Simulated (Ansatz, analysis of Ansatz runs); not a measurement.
## Migration in AlBO3 (R-3c): Na_i hop between interstitial places, charge +1

Aim: the barrier of one jump in AlBO3 (R-3c) at charge +1: Na_i hop between interstitial places. The model is a cell of 80 host atoms with 1 Na put in; Na is the atom that moves.

Program: Ansatz 0.2.0. Level of theory: plane-wave PAW DFT, PBEsol; nudged elastic band between two relaxed defect structures at fixed charge in a uniform background. Results are calculated unless marked as measured.

### 1. Set-up

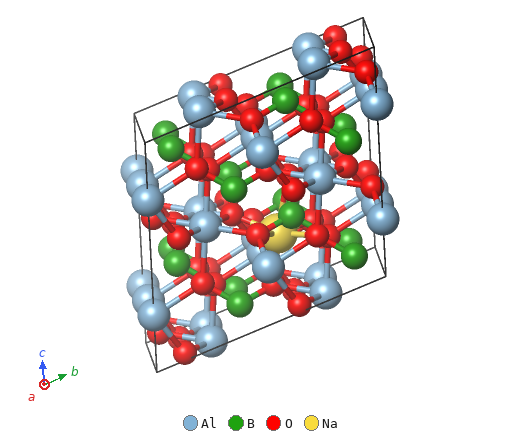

The starting structure, seen slightly off an axis (aluminium light blue, boron green, oxygen red, sodium yellow). Some periodic images of atoms are drawn too.

The cell holds 81 atoms: 16 Al, 16 B, 48 O and 1 Na. Its edges and angles: a = 10.516 Å, b = 10.516 Å, c = 10.516 Å, α = 50.4°, β = 50.4°, γ = 50.4°. It derives from AlBO3 (space group R-3c). Nearest the centre at fractional (0.250, 0.250, 0.500): O10 at 1.34 Å, O17 at 1.34 Å, Na81 at 1.39 Å, B13 at 1.73 Å, B4 at 1.73 Å, O56 at 2.21 Å, O49 at 2.21 Å, Al31 at 2.24 Å. The cell carries charge +1.

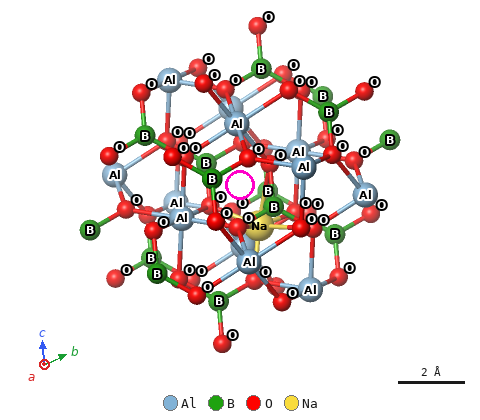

The atoms within 5 Å of the centre. A ring marks the centre wherever it is empty.

The cell's shortest repeat is 9.0 Å.

### 2. Relaxation of the start point, charge +1

A barrier is counted from a minimum, so both ends are relaxed first. Small random displacements break the symmetry of the ideal sites, so that the defect can distort if it gains by it. The charge of +1 is set by the electron count, and a uniform background keeps the cell neutral.

Input file qp1.start/input.yaml:

```yaml
crystal:
  lattice:
    - [4.47530425, 2.58381811, 9.15826506]
    - [-4.47530425, 2.58381811, 9.15826506]
    - [0.0, -5.16763623, 9.15826506]
  atoms:
    - { symbol: Al, position: [0.0, 0.0, 0.0] }
    - { symbol: Al, position: [0.25, 0.25, 0.25] }
    - { symbol: B, position: [0.125, 0.125, 0.125] }
    - { symbol: B, position: [0.375, 0.375, 0.375] }
    - { symbol: O, position: [0.125, 0.47063163, 0.27936837] }
    - { symbol: O, position: [0.47063163, 0.27936837, 0.125] }
    - { symbol: O, position: [0.22063163, 0.375, 0.02936837] }
    - { symbol: O, position: [0.375, 0.02936837, 0.22063163] }
    - { symbol: O, position: [0.02936837, 0.22063163, 0.375] }
    - { symbol: O, position: [0.27936837, 0.125, 0.47063163] }
    - { symbol: Al, position: [0.0, 0.0, 0.5] }
    - { symbol: Al, position: [0.25, 0.25, 0.75] }
    - { symbol: B, position: [0.125, 0.125, 0.625] }
    - { symbol: B, position: [0.375, 0.375, 0.875] }
    - { symbol: O, position: [0.125, 0.47063163, 0.77936837] }
    - { symbol: O, position: [0.47063163, 0.27936837, 0.625] }
    - { symbol: O, position: [0.22063163, 0.375, 0.52936837] }
    - { symbol: O, position: [0.375, 0.02936837, 0.72063163] }
    - { symbol: O, position: [0.02936837, 0.22063163, 0.875] }
    - { symbol: O, position: [0.27936837, 0.125, 0.97063163] }
    - { symbol: Al, position: [0.0, 0.5, 0.0] }
    - { symbol: Al, position: [0.25, 0.75, 0.25] }
    - { symbol: B, position: [0.125, 0.625, 0.125] }
    - { symbol: B, position: [0.375, 0.875, 0.375] }
    - { symbol: O, position: [0.125, 0.97063163, 0.27936837] }
    - { symbol: O, position: [0.47063163, 0.77936837, 0.125] }
    - { symbol: O, position: [0.22063163, 0.875, 0.02936837] }
    - { symbol: O, position: [0.375, 0.52936837, 0.22063163] }
    - { symbol: O, position: [0.02936837, 0.72063163, 0.375] }
    - { symbol: O, position: [0.27936837, 0.625, 0.47063163] }
    - { symbol: Al, position: [0.0, 0.5, 0.5] }
    - { symbol: Al, position: [0.25, 0.75, 0.75] }
    - { symbol: B, position: [0.125, 0.625, 0.625] }
    - { symbol: B, position: [0.375, 0.875, 0.875] }
    - { symbol: O, position: [0.125, 0.97063163, 0.77936837] }
    - { symbol: O, position: [0.47063163, 0.77936837, 0.625] }
    - { symbol: O, position: [0.22063163, 0.875, 0.52936837] }
    - { symbol: O, position: [0.375, 0.52936837, 0.72063163] }
    - { symbol: O, position: [0.02936837, 0.72063163, 0.875] }
    - { symbol: O, position: [0.27936837, 0.625, 0.97063163] }
    - { symbol: Al, position: [0.5, 0.0, 0.0] }
    - { symbol: Al, position: [0.75, 0.25, 0.25] }
    - { symbol: B, position: [0.625, 0.125, 0.125] }
    - { symbol: B, position: [0.875, 0.375, 0.375] }
    - { symbol: O, position: [0.625, 0.47063163, 0.27936837] }
    - { symbol: O, position: [0.97063163, 0.27936837, 0.125] }
    - { symbol: O, position: [0.72063163, 0.375, 0.02936837] }
    - { symbol: O, position: [0.875, 0.02936837, 0.22063163] }
    - { symbol: O, position: [0.52936837, 0.22063163, 0.375] }
    - { symbol: O, position: [0.77936837, 0.125, 0.47063163] }
    - { symbol: Al, position: [0.5, 0.0, 0.5] }
    - { symbol: Al, position: [0.75, 0.25, 0.75] }
    - { symbol: B, position: [0.625, 0.125, 0.625] }
    - { symbol: B, position: [0.875, 0.375, 0.875] }
    - { symbol: O, position: [0.625, 0.47063163, 0.77936837] }
    - { symbol: O, position: [0.97063163, 0.27936837, 0.625] }
    - { symbol: O, position: [0.72063163, 0.375, 0.52936837] }
    - { symbol: O, position: [0.875, 0.02936837, 0.72063163] }
    - { symbol: O, position: [0.52936837, 0.22063163, 0.875] }
    - { symbol: O, position: [0.77936837, 0.125, 0.97063163] }
    - { symbol: Al, position: [0.5, 0.5, 0.0] }
    - { symbol: Al, position: [0.75, 0.75, 0.25] }
    - { symbol: B, position: [0.625, 0.625, 0.125] }
    - { symbol: B, position: [0.875, 0.875, 0.375] }
    - { symbol: O, position: [0.625, 0.97063163, 0.27936837] }
    - { symbol: O, position: [0.97063163, 0.77936837, 0.125] }
    - { symbol: O, position: [0.72063163, 0.875, 0.02936837] }
    - { symbol: O, position: [0.875, 0.52936837, 0.22063163] }
    - { symbol: O, position: [0.52936837, 0.72063163, 0.375] }
    - { symbol: O, position: [0.77936837, 0.625, 0.47063163] }
    - { symbol: Al, position: [0.5, 0.5, 0.5] }
    - { symbol: Al, position: [0.75, 0.75, 0.75] }
    - { symbol: B, position: [0.625, 0.625, 0.625] }
    - { symbol: B, position: [0.875, 0.875, 0.875] }
    - { symbol: O, position: [0.625, 0.97063163, 0.77936837] }
    - { symbol: O, position: [0.97063163, 0.77936837, 0.625] }
    - { symbol: O, position: [0.72063163, 0.875, 0.52936837] }
    - { symbol: O, position: [0.875, 0.52936837, 0.72063163] }
    - { symbol: O, position: [0.52936837, 0.72063163, 0.875] }
    - { symbol: O, position: [0.77936837, 0.625, 0.97063163] }
    - { symbol: Na, position: [0.314393, 0.314393, 0.314393] }
total_charge: 1
basis:
  ecutwfc: 420
  xc_grid: 2
hamiltonian:
  xc: pbesol
kpoints:
  mp_grid: { grid: [1, 1, 1], shift: [0.25, 0.25, 0.25] }
scf:
  occupations: { method: fixed }
  max_iter: 120
output:
  forces: true
relax:
  f_tol: 0.02
  max_steps: 70
  random_displacement: { amplitude: 0.03, seed: 7910 }
```

Launch:

```console
$ ansatz run input.yaml --threads 4 --pin off --max-ram 14131MiB --backend cpu --events-out ev --progress --plain --runs-dir out
```

Numbers of over 12 decimals in the logs are rounded to 6 here.

What it wrote:

```text
[... repeated set-up lines and file paths are left out, and long positions are rounded to six places ...]
The last accepted step is kept in <dir> (removed where the run ends without a failure and the disk answers)
Engine: ansatz 0.2.0, aarch64-unknown-linux-gnu
Pseudopotentials: kind: paw
Pseudopotential: Al, paw, valence charge 3, recommended cutoff 420 eV (normal), Al.paw.azcp
Pseudopotential: B, paw, valence charge 3, recommended cutoff 420 eV (normal), B.paw.azcp
Pseudopotential: O, paw, valence charge 6, recommended cutoff 420 eV (normal), O.paw.azcp
Pseudopotential: Na, paw, valence charge 9, recommended cutoff 420 eV (normal), Na.paw.azcp
Functional definition: PBEsol
  exchange = pbesol_x
  correlation = pbesol_c
Crystal: 81 atoms, lattice volume = 635.403 Å³
Basis set: ecut = 420 eV, 12439 PW (Γ), exchange–correlation on 144×144×144 points (8 copies of the dense FFT grid, shifted against one another)
Bands: 277, of which v1, the nominal top of the filled ones, is band 196 counted from 1 (195 counted from 0)
Symmetry: 1 space group operations
k-points: 1
Non-local potential: Al, projectors of the file, l = 0: 2, l = 1: 2, l = 2: 1
Non-local potential: B, projectors of the file, l = 0: 2, l = 1: 2, l = 2: 1
Non-local potential: O, projectors of the file, l = 0: 2, l = 1: 2, l = 2: 1
Non-local potential: Na, projectors of the file, l = 0: 3, l = 1: 2, l = 2: 1
PAW form: soft (Blöchl's): semilocal exchange-correlation on the pseudo side does not see the compensation charge
PAW frozen core: Al, regenerated for the run's functional, and the local potential with it (the file was generated under x = pbe(κ = 0.804, μ = 0.219515), c = pbe(β = 0.066725))
PAW frozen core: B, regenerated for the run's functional, and the local potential with it (the file was generated under x = pbe(κ = 0.804, μ = 0.219515), c = pbe(β = 0.066725))
PAW frozen core: O, regenerated for the run's functional, and the local potential with it (the file was generated under x = pbe(κ = 0.804, μ = 0.219515), c = pbe(β = 0.066725))
PAW frozen core: Na, regenerated for the run's functional, and the local potential with it (the file was generated under x = pbe(κ = 0.804, μ = 0.219515), c = pbe(β = 0.066725))
PAW one-centre angular grid: Al, 110 points (default); XC on 64 Gauss nodes
PAW one-centre angular grid: B, 110 points (default); XC on 64 Gauss nodes
PAW one-centre angular grid: O, 110 points (default); XC on 64 Gauss nodes
PAW one-centre angular grid: Na, 110 points (default); XC on 64 Gauss nodes
Initial density: superposition of atomic densities (neutral atoms scaled as one to the charged cell's electrons: chi_scale 0, normalization atom), corrected by the library's trained network
Initial wavefunctions: pseudopotential atomic-orbital guess
Functional: x = pbesol(κ = 0.804, μ = 0.123457), c = pbesol(β = 0.046)
SCF iter   1: F=—  HF=-39330.902268 eV  |F-HF|=—  |Δ(HF+E_count)|=         —  Δρ=1.04e-2  dr2=9.55e-1  ethr=1.77e-3  ⟨swp⟩=5.0  Hψ=883  notcnv=0  defer=78
preconditioner: auto → Resta (q_TF=auto, 2.517 Å⁻¹)  ε∞=3.6  [insulator: Δε(μ)=5.407 eV  Ē_g=18.147 eV  n_scr=180 (ndim 8)  ℏωp=29.1 eV  f_vac=0.000  ε∞_Penn≈3.6]
SCF iter   2: F=—  HF=-39330.646144 eV  |F-HF|=—  |Δ(HF+E_count)|=   2.56e-1  Δρ=2.93e-3  dr2=1.43e-1  ethr=2.44e-4  ⟨swp⟩=3.0  Hψ=443  notcnv=0  defer=79
SCF iter   3: F=—  HF=-39330.605243 eV  |F-HF|=—  |Δ(HF+E_count)|=   4.09e-2  Δρ=1.03e-3  dr2=1.97e-2  ethr=3.65e-5  ⟨swp⟩=3.0  Hψ=348  notcnv=0  defer=56
automatic band count: iteration 3 solves 254 bands in place of 277: the levels show a gap, and the empty bands left out lie too high to hold charge; the band table lists the bands solved (type scf.n_extra_bands for more)
SCF iter   4: F=—  HF=-39330.599192 eV  |F-HF|=—  |Δ(HF+E_count)|=   6.05e-3  Δρ=4.63e-4  dr2=1.27e-3  ethr=5.02e-6  ⟨swp⟩=3.0  Hψ=348  notcnv=0  defer=56
SCF iter   5: F=—  HF=-39330.598543 eV  |F-HF|=—  |Δ(HF+E_count)|=   6.49e-4  Δρ=2.52e-4  dr2=3.00e-4  ethr=3.25e-7  ⟨swp⟩=2.0  Hψ=450  notcnv=0  defer=56
SCF iter   6: F=-39330.598462 eV  HF=-39330.598464 eV  |F-HF|=1.96e-6  |Δ(HF+E_count)|=   7.88e-5  Δρ=4.45e-5  dr2=8.86e-6  ethr=2.55e-9  ⟨swp⟩=3.0  Hψ=1031  notcnv=0
SCF 1 converged in 6 iterations: F = -39330.598462 eV  dr2 = 8.86e-6
  greatest PAW one-centre occupation: 1.039 electrons in one spin orbital (limit 2), on the Na atom at site 80 (counted from 0), in its partial waves of l = 1
relax step   1: F+E_penalty+E_count = -39330.59846216 eV  Δ(F+E_penalty+E_count) = +0.000e0 eV  max|allowed force component| = 9.887e0 eV/Å  Δτ_max = 0.0000 Å  (6 SCF iters, dr2 threshold 1.00e-5 eV, accepted)
[... the SCF cycles and remarks between the steps are left out from here to the last step ...]
relax step   2: F+E_penalty+E_count = -39333.94254138 eV  Δ(F+E_penalty+E_count) = -3.344e0 eV  max|allowed force component| = 6.706e0 eV/Å  Δτ_max = 0.1342 Å  (6 SCF iters, dr2 threshold 1.00e-4 eV, accepted)
relax step   3: F+E_penalty+E_count = -39336.17731791 eV  Δ(F+E_penalty+E_count) = -2.235e0 eV  max|allowed force component| = 3.258e0 eV/Å  Δτ_max = 0.2000 Å  (6 SCF iters, dr2 threshold 1.00e-4 eV, accepted)
relax step   4: F+E_penalty+E_count = -39336.70680376 eV  Δ(F+E_penalty+E_count) = -5.295e-1 eV  max|allowed force component| = 1.679e0 eV/Å  Δτ_max = 0.1145 Å  (5 SCF iters, dr2 threshold 1.00e-4 eV, accepted)
relax step   5: F+E_penalty+E_count = -39336.82919940 eV  Δ(F+E_penalty+E_count) = -1.224e-1 eV  max|allowed force component| = 2.058e-1 eV/Å  Δτ_max = 0.0847 Å  (5 SCF iters, dr2 threshold 1.00e-4 eV, accepted)
relax step   6: F+E_penalty+E_count = -39336.83369718 eV  Δ(F+E_penalty+E_count) = -4.498e-3 eV  max|allowed force component| = 2.890e-2 eV/Å  Δτ_max = 0.0165 Å  (5 SCF iters, dr2 threshold 2.65e-6 eV, accepted)
SCF iter   1: F=—  HF=-39336.834474 eV  |F-HF|=—  |Δ(HF+E_count)|=         —  Δρ=2.01e-4  dr2=2.11e-4  ethr=4.61e-7  ⟨swp⟩=2.0  Hψ=467  notcnv=0  defer=56
automatic band count: iteration 1 solves 254 bands in place of 277: the levels show a gap, and the empty bands left out lie too high to hold charge; the band table lists the bands solved (type scf.n_extra_bands for more)
SCF iter   2: F=—  HF=-39336.834421 eV  |F-HF|=—  |Δ(HF+E_count)|=   5.31e-5  Δρ=1.05e-4  dr2=5.89e-5  ethr=5.38e-8  ⟨swp⟩=1.0  Hψ=262  notcnv=0  defer=50
SCF iter   3: F=—  HF=-39336.834037 eV  |F-HF|=—  |Δ(HF+E_count)|=   3.84e-4  Δρ=2.23e-5  dr2=3.00e-6  ethr=1.50e-8  ⟨swp⟩=2.0  Hψ=351  notcnv=0  defer=49
SCF iter   4: F=—  HF=-39336.834037 eV  |F-HF|=—  |Δ(HF+E_count)|=   6.71e-7  Δρ=1.12e-5  dr2=7.18e-7  ethr=7.65e-10  ⟨swp⟩=2.0  Hψ=395  notcnv=0  defer=49
SCF iter   5: F=-39336.834036 eV  HF=-39336.834036 eV  |F-HF|=1.46e-8  |Δ(HF+E_count)|=   1.94e-7  Δρ=2.51e-6  dr2=3.34e-8  ethr=2.55e-11  ⟨swp⟩=2.0  Hψ=808  notcnv=0
SCF 7 converged in 5 iterations: F = -39336.834036 eV  dr2 = 3.34e-8
relax step   7: F+E_penalty+E_count = -39336.83403647 eV  Δ(F+E_penalty+E_count) = -3.393e-4 eV  max|allowed force component| = 7.875e-3 eV/Å  Δτ_max = 0.0027 Å  (5 SCF iters, accepted)
SCF converged after 5 iterations
Free energy (F): -39336.834036 eV
Harris-Foulkes:  -39336.834036 eV  (|F-HF|=1.46e-8)
Internal energy: -39336.834036 eV  (E = F + TS)
E sigma→0 (E₀):  -39336.834036 eV
Fermi energy:    7.377397 eV
--- Per-component energies (eV) ---
  E_band       = -114.657806
  E_kinetic    = 9863.650170
  E_local      = -17728.093302  (includes V_loc(G=0)·N_el)
  E_nonlocal   = 2778.558068
  E_hartree    = 6261.539069
  E_xc         = -4705.361663
  E_vxc        = -5653.188648  (∫ρ·V_xc dr)
  E_paw        = -16088.375248  (= ΣΔE_a)
  E_vpaw       = -1898.782951  (= ΣTr[D̂ρ^β])
  E_aug_tail   = 0.122631  (compensation charges beyond the density's cutoff)
  E_ewald      = -19721.163875
  E_core_change = 2.290113  (= ΣΔE_core)
  E_smearing   = -0.000000  (= −TS)
  E_closure    = -0.000000  (closes the sum)
  E_deformation_potential = 17.541629  (in the stress; not in F)
  Σ components = -39336.834036   (vs F -39336.834036, Δ=0.00e0)
--- Forces (eV/Å), atoms counted from 1 ---
  atom   1  Al     0.00008364     0.00045503    -0.00233106
  atom   2  Al    -0.00041522    -0.00048832    -0.00209122
  [... 1 atom left out ...]
  atom   4  B     -0.00146576    -0.00192868     0.00086661
  atom   5  O     -0.00088197     0.00114333     0.00268665
  [... 4 atoms left out ...]
  atom  10  O     -0.00058651    -0.00172561     0.00191068
  [... 2 atoms left out ...]
  atom  13  B      0.00098300     0.00223153    -0.00108029
  [... 3 atoms left out ...]
  atom  17  O     -0.00326861    -0.00787507    -0.00262762
  [... 13 atoms left out ...]
  atom  31  Al     0.00200378     0.00142031    -0.00281078
  [... 17 atoms left out ...]
  atom  49  O      0.00661322     0.00217613    -0.00027798
  [... 1 atom left out ...]
  atom  51  Al    -0.00153037     0.00080317    -0.00298090
  [... 4 atoms left out ...]
  atom  56  O     -0.00053328    -0.00113033     0.00173757
  [... 24 atoms left out ...]
  atom  81  Na     0.00022877     0.00065760    -0.00024879
  max |Σ_I F_I| component: 2.95e-5 eV/Å
--- Relaxed structure (7 steps of the walk, 7 accepted, 0 SCFs on fresh bases) ---
  F+E_penalty+E_count = -39336.83403647 eV   max|allowed force component| = 7.875e-3 eV/Å
  atoms:
    - { symbol: Al, position: [-0.000729, 0.000268, -8.432918342595301e-5] }
    - { symbol: Al, position: [0.238956, 0.239948, 0.239585] }
    [... 1 atom left out ...]
    - { symbol: B, position: [0.394277, 0.395204, 0.394829] }
    - { symbol: O, position: [0.106885, 0.473886, 0.278528] }
    [... 4 atoms left out ...]
    - { symbol: O, position: [0.277892, 0.107905, 0.473529] }
    [... 2 atoms left out ...]
    - { symbol: B, position: [0.123165, 0.119884, 0.626932] }
    [... 3 atoms left out ...]
    - { symbol: O, position: [0.226950, 0.382888, 0.535106] }
    [... 13 atoms left out ...]
    - { symbol: Al, position: [-0.011314, 0.506967, 0.504816] }
    [... 17 atoms left out ...]
    - { symbol: O, position: [0.534502, 0.227873, 0.382501] }
    [... 1 atom left out ...]
    - { symbol: Al, position: [0.504170, -0.010282, 0.506587] }
    [... 4 atoms left out ...]
    - { symbol: O, position: [0.974040, 0.279545, 0.623202] }
    [... 24 atoms left out ...]
    - { symbol: Na, position: [0.324315, 0.325401, 0.325060] }
```

It took 48 s on 4 threads of Arm Neoverse V1, shared host; peak memory 1.2 GiB.

Relaxation path:

```csv
step,energy less that of the first step (eV),largest force component (eV/Å)
1,0.0000,9.8872
2,-3.3441,6.7064
3,-5.5789,3.2583
4,-6.1083,1.6791
5,-6.2307,0.2058
6,-6.2352,0.0289
7,-6.2356,0.0079
```

The atoms that moved most (Å, from the sites as typed, ahead of the random displacement, the mean shift of all atoms taken out):

```csv
atom,dx,dy,dz,length
B4,0.000,0.000,0.544,0.544
Na81,0.000,0.000,0.290,0.290
Al2,0.000,0.000,-0.288,0.288
O17,-0.003,0.008,0.184,0.184
O28,0.008,-0.001,0.183,0.183
O49,-0.005,-0.006,0.183,0.183
O5,-0.091,-0.033,-0.143,0.173
O10,0.074,-0.062,-0.143,0.172
```

Neighbours of Na81 at the end:

```csv
atom,distance (Å)
B4,1.919
O5,1.950
O10,1.950
O6,1.951
O17,2.079
O28,2.079
O49,2.079
Al2,2.347
```

Read from the output:

```yaml
free_energy: -39336.8340 eV
r_m_s_move_of_the_farther_half_of_the_atoms: 0.02848 Å
largest_move_from_the_ideal_geometry_of_this_structure_a_common_shift_of_the_far_atoms_taken_out: 0.5484 Å
```

The relaxation gained 6.236 eV and ended with a largest force component of 0.0079 eV/Å.

(Continued in part 2 of 5.)

[Logs are printed without paths, hosts, clocks, repeated set-up lines and the standing remarks that a program may print on its own settings, such as how far it seeks lower states.]

[Hosts, paths, dates, database ids (printed as entryN), source tags and the programs' standing remarks are cut or masked in the printed files.]
